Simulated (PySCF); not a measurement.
**C2H3F (SMILES C=CF): levels of theory compared**

Aim: a comparison of 6 runs (HF/STO-3G, BHLYP/def2-TZVP, PBE0/def2-TZVP, TPSS/def2-TZVP, revPBE/def2-TZVP, wB97M-V/def2-TZVP) of C2H3F. Input form: a Python script.

Program for the calculation: PySCF 2.14.0.

2 further runs of the same task are left out: 2 set aside as unsound or not needed.

## 1. The structure to begin with

C2H3F: 6 atoms, total charge 0, spin state singlet. As SMILES, `C=CF`. Geometry: relaxed at PBE0-D4/def2-TZVP.

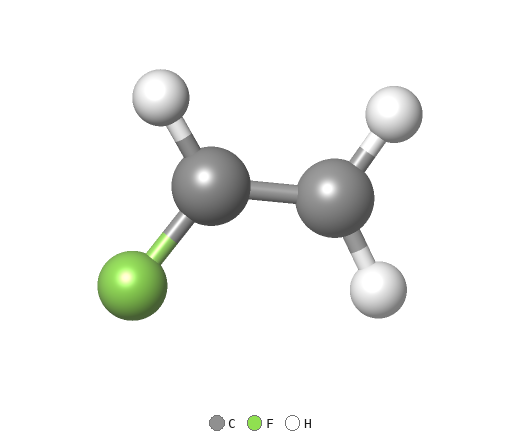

The structure, seen from a chosen angle (carbon grey, fluorine green, hydrogen white).

## 2. The energy at HF/STO-3G (run 1)

job.py reads:

```python
from pyscf import gto, scf

mol = gto.Mole()
mol.atom = '''
C     -1.013271     0.144375    -0.836771
C      0.925966    -0.030803     0.711671
F      1.825853    -2.253309     1.503277
H     -1.972685    -1.518017    -1.543150
H     -1.663337     1.991960    -1.416728
H      1.976842     1.544662     1.494206
'''
mol.unit = 'bohr'
mol.basis = 'sto-3g'
mol.max_memory = 1860
mol.spin = 0
mol.verbose = 3
mol.build()

hf = scf.RHF(mol)
hf.conv_tol = 1e-10
hf.kernel()
if not hf.converged:
    hf = hf.newton().run(hf.mo_coeff, hf.mo_occ)

e_tot = hf.e_tot
print('Final energy', e_tot)
```

Started as:

```bash
$ OMP_NUM_THREADS=1 python job.py
```

The log of the run:

```text
converged SCF energy = -174.531928767135
Final energy -174.53192876713507
```

Run time: 1 s. Hardware: 1 thread of Intel Xeon at 2.70GHz, shared host; peak memory 0.1 GiB.

## 3. The energy at BHLYP/def2-TZVP (run 2)

job.py reads:

```python
from pyscf import gto, dft

mol = gto.M(
    atom='''
C     -0.536200     0.076400    -0.442800
C      0.490000    -0.016300     0.376600
F      0.966200    -1.192400     0.795500
H     -1.043900    -0.803300    -0.816600
H     -0.880200     1.054100    -0.749700
H      1.046100     0.817400     0.790700
''',
    basis='def2-tzvp',
    max_memory=1860,
    verbose=3,
)

ks = dft.RKS(mol)
ks.xc = 'bhandhlyp'
ks.grids.level = 5
ks.conv_tol = 1e-10
ks.kernel()
if not ks.converged:
    ks = ks.newton().run(ks.mo_coeff, ks.mo_occ)

e_tot = ks.e_tot
print('Final energy', e_tot)
```

Started as:

```bash
$ OMP_NUM_THREADS=1 python job.py
```

The log of the run:

```text
converged SCF energy = -177.812894686974
Final energy -177.81289468697412
```

It took 19 s on 1 thread of Intel Xeon at 2.70GHz, shared host; peak memory 0.57 GiB.

Run 3 isn't shown in full; the table further down has it.

## 4. A single-point energy at TPSS/def2-TZVP (run 4)

start.xyz reads:

```xyz
6
C2H3F
C     -0.536200     0.076400    -0.442800
C      0.490000    -0.016300     0.376600
F      0.966200    -1.192400     0.795500
H     -1.043900    -0.803300    -0.816600
H     -0.880200     1.054100    -0.749700
H      1.046100     0.817400     0.790700
```

job.py reads:

```python
# C=CF
from pyscf import gto, dft

mol = gto.M(
    atom='start.xyz',
    verbose=3,
    spin=0,
    max_memory=1860,
    basis='def2-tzvp',
)

myscf = dft.RKS(mol, xc='tpss')
myscf.conv_tol = 1e-10
myscf.grids.level = 5
myscf.kernel()
if not myscf.converged:
    myscf = myscf.newton().run(myscf.mo_coeff, myscf.mo_occ)

energy = myscf.e_tot
print('Final energy', energy)
```

Started as:

```bash
$ OMP_NUM_THREADS=1 python job.py
```

The log of the run:

```text
converged SCF energy = -177.922221616544
Final energy -177.92222161654422
```

It took 38 s on 1 thread of Intel Xeon at 2.70GHz, shared host; peak memory 0.63 GiB.

Run 5 isn't shown in full; the table further down has it.

## 5. The energy at wB97M-V/def2-TZVP (run 6)

run.py reads:

```python
# C=CF
from pyscf import gto, dft

mol = gto.M(
    atom='''
C     -0.536200     0.076400    -0.442800
C      0.490000    -0.016300     0.376600
F      0.966200    -1.192400     0.795500
H     -1.043900    -0.803300    -0.816600
H     -0.880200     1.054100    -0.749700
H      1.046100     0.817400     0.790700
''',
    spin=0,
    max_memory=1860,
    charge=0,
    verbose=4,
    basis='def2-tzvp',
)

ks = dft.RKS(mol, xc='wb97m-v')
ks.conv_tol = 1e-10
ks.grids.level = 5
ks.nlcgrids.level = 1
ks.kernel()
if not ks.converged:
    ks = ks.newton().run(ks.mo_coeff, ks.mo_occ)

e_final = ks.e_tot
print('E = %.10f Eh' % e_final)
```

Started as:

```bash
$ OMP_NUM_THREADS=1 python run.py
```

The log of the run:

```text
PySCF version 2.14.0

[... 86 lines left out ...]
converged SCF energy = -177.834449253533
E = -177.8344492535 Eh
```

It took 87 s on 1 thread of Intel Xeon at 2.70GHz, shared host; peak memory 0.63 GiB.

## 6. The series

```tsv
run	level	integration grid	nlc grid	energy (Eh)	dipole moment (D)	HOMO energy (eV)	LUMO energy (eV)	wall time
1	HF/STO-3G	–	–	-174.531929	0.88	-8.40	8.68	1 s
2	BHLYP/def2-TZVP	5	–	-177.812895	1.48	-8.86	1.36	19 s
3	PBE0/def2-TZVP	5	–	-177.705782	1.34	-7.75	0.27	20 s
4	TPSS/def2-TZVP	5	–	-177.922222	1.25	-6.50	-0.56	38 s
5	revPBE/def2-TZVP	5	–	-177.844931	1.18	-6.41	-0.68	20 s
6	wB97M-V/def2-TZVP	5	1	-177.834449	1.34	-10.05	2.44	87 s
```

## 7. Summary of results

| quantity | value |
| --- | --- |
| run 6: total energy | -177.83445 Eh |
| run 6: dipole moment | 1.34 D |
| run 6: HOMO energy | -10.05 eV |
| run 6: LUMO energy | 2.44 eV |
| run 6: HOMO–LUMO gap | 12.48 eV |

In words: The dipole moment (its size) runs from 0.88 D (HF/STO-3G) to 1.48 D (BHLYP/def2-TZVP). The two ends differ in method and basis. The HOMO–LUMO gap runs from 5.73 eV (revPBE/def2-TZVP) to 17.08 eV (HF/STO-3G). Totals of different functionals can't be ranked against each other. In run 1 the basis is minimal, so the values are rough. All runs together took 3.1 min, the longest 87 s.
